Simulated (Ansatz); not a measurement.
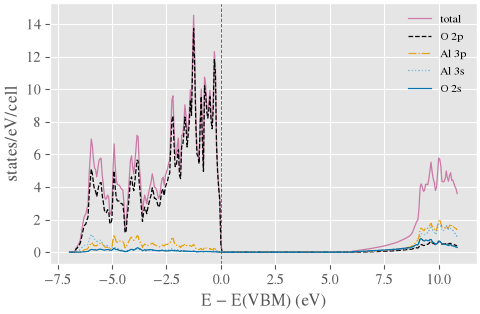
Figure. Total and projected density of states of Al2O3 (corundum, R-3c), PBE in the plane-wave PAW code Ansatz

Which orbitals carry the states next to the gap?

Top 1 eV of the valence band: O 2p 96 %. Bottom 1 eV of the conduction band: Al 3s 42 %, O 2s 38 %, Al 3p 13 %, O 2p 7 %. Projections are on Löwdin-orthogonalised atomic valence shells; empty p or d shells of many metals are not among them.

Where is the tallest occupied peak in this window, and what makes it?

Near -1.2 eV, about 15 states/eV per cell; the largest projected share is O 2p.

The cell was relaxed with PBE under the symmetry of its start.

Potentials: the earlier of the program's two PAW sets.
